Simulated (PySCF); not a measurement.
Consider C2H12FPSi3.

Input file:

```
{"job": {"kind": "nmr", "xc": "PBE0", "basis": "pcSseg-1"}, "charge": 0, "multiplicity": 1}
C     -3.132600    -0.595783     0.157992
C     -1.814305    -0.624577    -0.608788
Si    -0.681527     0.847348    -0.190564
F     -0.589520     0.873476     1.432571
Si     1.501500     0.484321    -0.926553
Si     2.557366    -1.470432    -0.188944
P      2.881621     2.206773    -0.471113
H     -3.703609     0.296109    -0.089456
H     -2.945894    -0.592189     1.228914
H     -3.740486    -1.467013    -0.080256
H     -1.294569    -1.557813    -0.379663
H     -2.021052    -0.644794    -1.679492
H     -1.384990     2.110581    -0.437031
H      1.468854     0.528834    -2.406290
H      1.666217    -2.617378    -0.393210
H      3.804128    -1.772681    -0.895400
H      2.871877    -1.424682     1.241582
H      1.953410     3.194775    -0.739045
H      2.593775     2.234376     0.879989
```

Command:

```sh
OMP_NUM_THREADS=1 python probes_run.py task.json out
```

Geometry: GFN2-xTB.

Method: PySCF, PBE0/pcSseg-1, SCF density, gas phase, non-relativistic.

Question: What will maps of the electron density and electron localisation function show?

Answer: C–Si (1.90 Å): the density is about 0.94 e/Å³ at the midpoint; the ELF peaks at about 0.95 between the atoms; a covalent bond.
Si–P (2.25 Å): ρ is about 0.72 e/Å³ halfway, with its minimum of 0.63 e/Å³ about 0.8 Å from Si; the ELF peaks at about 0.95 between the atoms; a covalent bond.
Si–Si (2.33 Å): the density is about 0.66 e/Å³ at the midpoint; the ELF peaks at about 1 between the atoms, as expected for localised, covalent bonding.

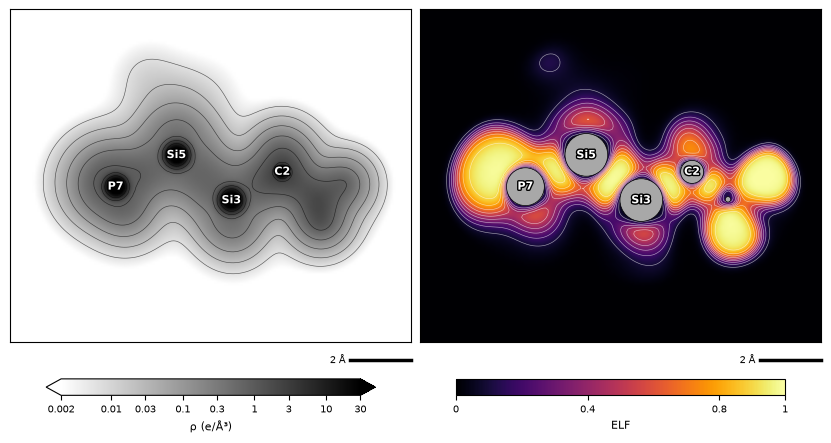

Computed electron density and electron localisation function on the plane of atoms C2, Si3 and Si5, in this order. Grey discs cover the atomic cores in the ELF map. 
